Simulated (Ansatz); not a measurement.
**CCSDTQ/STO-3G run of SiNH2Cl (SMILES N[Si]Cl)**

Aim: the energy change on altering one bond length of SiNH2Cl at CCSDTQ/STO-3G, from 2 runs. 

The calculation is run with Ansatz 0.2.0.

66 further runs of the same task are left out: 66 set aside as unsound or not needed.

### Step 1. Starting point

SiNH2Cl has 5 atoms, charge 0, and is taken as a singlet. As SMILES, `N[Si]Cl`. The shape is that of a PBE0-D4/def2-TZVP optimisation. This is one conformer, not always the lowest.

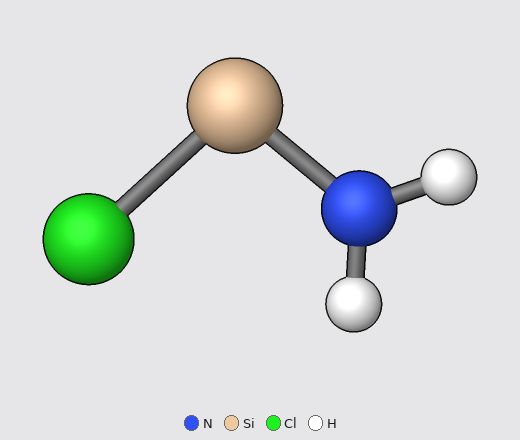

The structure, seen from a chosen angle (nitrogen blue, silicon light orange, chlorine green, hydrogen white).

### Step 2. The energy at CCSDTQ/STO-3G

Input file input.yaml:

```yaml
crystal:
  periodic: [false, false, false]
  atoms:
    - {symbol: N, position_ang: [-0.148200, 0.583400, -0.233900]}
    - {symbol: Si, position_ang: [-0.116200, -0.341800, 1.192600]}
    - {symbol: Cl, position_ang: [0.649000, -2.124500, 0.377300]}
    - {symbol: H, position_ang: [-0.473300, 1.538600, -0.227400]}
    - {symbol: H, position_ang: [0.138600, 0.270600, -1.150000]}
basis:
  gaussian: {orbitals: STO-3G}
accuracy: high
correlation: {method: ccsdtq, frozen_orbitals: {Cl: 5, H: 0, "N": 1, Si: 5}}
scf: {omitted_lower_state_checks: [cluster_reference, increment]}
```

Started as:

```sh
$ ansatz run input.yaml --threads 1 --pin off --max-ram 2610MiB --events-out events.jsonl --progress --plain --runs-dir runs
```

The log of the run:

```text
Warning: RAYON_NUM_THREADS=1 ignored (pool sized by the plan → 1); use --threads N
Functional definition: HF
  name "HF"
  exchange = exact_x
  correlation = 0
these checks for a lower state are left out or cut short: cluster_reference, increment
457 factors; integrals over basis functions are off by at most 1.2e-8 eV
mean field evaluation 1: about -21635.7875 eV, gradient 1.5e1 eV
mean field evaluation 2: about -21635.8553 eV, gradient 1.5e1 eV
mean field evaluation 4: about -21636.8849 eV, gradient 1.2e0 eV
mean field evaluation 8: about -21636.8924 eV, gradient 2.4e-2 eV
mean field -21636.89237449 eV, -795.1411287501 hartree, gradient 2.4e-8 eV, S^2 0.000000; 0 other end points of the search recorded, 0 dependent functions left out
11 core orbitals not correlated: weight in the atoms' cores, before any rotation towards them, 1.000 or more for the frozen orbitals, at most 0.000 for the correlated occupied ones
reference -21636.89237449 eV, -795.1411287501 hartree; 9, 9 occupied and 5, 5 virtual orbitals, 457 factors
second order -2.26873466 eV of doubles, -0.00000000 eV of singles
cycle   1  -2.58814855 eV  change   -3.2e-1 eV  update   9.3e-2
cycle   2  -2.84139260 eV  change   -2.5e-1 eV  update   4.1e-2
cycle   3  -2.97034287 eV  change   -1.3e-1 eV  update   2.6e-2
cycle   4  -2.98386530 eV  change   -1.4e-2 eV  update   6.9e-3
cycle   5  -2.98095273 eV  change    2.9e-3 eV  update   4.5e-3
cycle   6  -2.98093463 eV  change    1.8e-5 eV  update   2.0e-3
cycle   7  -2.98044698 eV  change    4.9e-4 eV  update   4.7e-4
cycle   8  -2.98027143 eV  change    1.8e-4 eV  update   2.2e-4
cycle   9  -2.98025565 eV  change    1.6e-5 eV  update   9.5e-5
cycle  10  -2.98031769 eV  change   -6.2e-5 eV  update   5.0e-5
cycle  11  -2.98031868 eV  change   -1.0e-6 eV  update   1.9e-5
cycle  12  -2.98032076 eV  change   -2.1e-6 eV  update   7.3e-6
cycle  13  -2.98031871 eV  change    2.1e-6 eV  update   2.1e-6
cycle  14  -2.98031798 eV  change    7.3e-7 eV  update   1.3e-6
cycle  15  -2.98031769 eV  change    2.9e-7 eV  update   3.7e-7
cycle  16  -2.98031790 eV  change   -2.1e-7 eV  update   1.1e-7
cycle  17  -2.98031796 eV  change   -5.7e-8 eV  update   4.5e-8
cycle  18  -2.98031797 eV  change   -1.6e-8 eV  update   2.6e-8
cycle  19  -2.98031800 eV  change   -2.7e-8 eV  update   1.3e-8
cycle  20  -2.98031800 eV  change   -5.7e-9 eV  update   6.4e-9
cycle  21  -2.98031800 eV  change   9.4e-11 eV  update   3.5e-9
cycle  22  -2.98031800 eV  change   6.2e-11 eV  update   1.7e-9
Total energy: -21639.87269249 eV, -795.2506534166 hartree
Checks for a lower state left out: cluster_reference, increment
```

Wall time 9 s (1 thread of Arm Neoverse V1, shared host); peak memory 0.15 GiB.

### Step 3. The distorted shape at the same level

Input file input.yaml:

```yaml
basis:
  gaussian: {orbitals: STO-3G}
crystal:
  periodic: [false, false, false]
  atoms:
    - {symbol: N, position_ang: [-0.066921, 0.344587, -0.235525]}
    - {symbol: Si, position_ang: [-0.034921, -0.580613, 1.190975]}
    - {symbol: Cl, position_ang: [0.730279, -2.363313, 0.375675]}
    - {symbol: H, position_ang: [-0.473300, 1.538600, -0.227400]}
    - {symbol: H, position_ang: [0.219879, 0.031787, -1.151625]}
scf: {omitted_lower_state_checks: [cluster_reference, increment]}
accuracy: high
correlation: {method: ccsdtq, frozen_orbitals: {Cl: 5, H: 0, "N": 1, Si: 5}}
```

Started as:

```sh
$ ansatz run input.yaml --threads 1 --pin off --max-ram 2610MiB --events-out events.jsonl --progress --plain --runs-dir runs
```

The log of the run:

```text
Warning: RAYON_NUM_THREADS=1 ignored (pool sized by the plan → 1); use --threads N
[... 4 set-up lines as earlier in the session ...]
these checks for a lower state are left out or cut short: cluster_reference, increment
456 factors; integrals over basis functions are off by at most 1.9e-8 eV
mean field evaluation 1: about -21634.5421 eV, gradient 1.5e1 eV
mean field evaluation 2: about -21634.6047 eV, gradient 1.5e1 eV
mean field evaluation 4: about -21635.7009 eV, gradient 1.4e0 eV
mean field evaluation 8: about -21635.7120 eV, gradient 3.0e-2 eV
mean field -21635.71200716 eV, -795.0977510509 hartree, gradient 2.9e-8 eV, S^2 0.000000; 0 other end points of the search recorded, 0 dependent functions left out
11 core orbitals not correlated: weight in the atoms' cores, before any rotation towards them, 1.000 or more for the frozen orbitals, at most 0.000 for the correlated occupied ones
reference -21635.71200716 eV, -795.0977510509 hartree; 9, 9 occupied and 5, 5 virtual orbitals, 456 factors
second order -2.57587222 eV of doubles, -0.00000000 eV of singles
cycle   1  -2.93890848 eV  change   -3.6e-1 eV  update   1.0e-1
cycle   2  -3.23686518 eV  change   -3.0e-1 eV  update   4.6e-2
cycle   3  -3.40078670 eV  change   -1.6e-1 eV  update   2.9e-2
cycle   4  -3.41815462 eV  change   -1.7e-2 eV  update   7.7e-3
cycle   5  -3.41598496 eV  change    2.2e-3 eV  update   5.0e-3
cycle   6  -3.41600615 eV  change   -2.1e-5 eV  update   2.3e-3
cycle   7  -3.41516582 eV  change    8.4e-4 eV  update   6.3e-4
cycle   8  -3.41489941 eV  change    2.7e-4 eV  update   3.1e-4
cycle   9  -3.41486460 eV  change    3.5e-5 eV  update   1.5e-4
cycle  10  -3.41493320 eV  change   -6.9e-5 eV  update   8.1e-5
cycle  11  -3.41494568 eV  change   -1.2e-5 eV  update   3.9e-5
cycle  12  -3.41494974 eV  change   -4.1e-6 eV  update   2.1e-5
cycle  13  -3.41494378 eV  change    6.0e-6 eV  update   1.1e-5
cycle  14  -3.41494225 eV  change    1.5e-6 eV  update   6.8e-6
cycle  15  -3.41493986 eV  change    2.4e-6 eV  update   1.9e-6
cycle  16  -3.41494098 eV  change   -1.1e-6 eV  update   6.4e-7
cycle  17  -3.41494109 eV  change   -1.1e-7 eV  update   2.1e-7
cycle  18  -3.41494117 eV  change   -8.8e-8 eV  update   1.3e-7
cycle  19  -3.41494119 eV  change   -1.4e-8 eV  update   4.5e-8
cycle  20  -3.41494118 eV  change    1.3e-8 eV  update   2.4e-8
cycle  21  -3.41494119 eV  change   -9.7e-9 eV  update   1.4e-8
cycle  22  -3.41494119 eV  change   -2.2e-9 eV  update   9.0e-9
cycle  23  -3.41494119 eV  change  -7.3e-10 eV  update   2.8e-9
cycle  24  -3.41494119 eV  change  -9.8e-10 eV  update   1.4e-9
Total energy: -21639.12694835 eV, -795.2232478249 hartree
Checks for a lower state left out: cluster_reference, increment
```

Run time: 9.9 s. Hardware: 1 thread of Arm Neoverse V1, shared host; peak memory 0.15 GiB.

### Step 4. Results

Level: CCSDTQ/STO-3G, 11 core orbitals frozen.

| quantity | value |
| --- | --- |
| first shape: total energy | -795.25065 Eh |
| first shape: correlation energy (11 core orbitals frozen) | -109.5 mEh |
| first shape: T1 diagnostic | 0.019 |
| distorted shape: total energy | -795.22325 Eh |
| distorted shape: correlation energy (11 core orbitals frozen) | -125.5 mEh |
| distorted shape: T1 diagnostic | 0.020 |
| energy change with the N1–H4 bond stretched from 1.009 to 1.261 Å | 0.746 eV |

**Reading.** With the N1–H4 bond stretched from 1.009 to 1.261 Å the energy rises by 0.75 eV (72.0 kJ/mol). The first shape isn't relaxed at this level, so the change isn't measured from a minimum. The minimal basis adds a large error of its own.
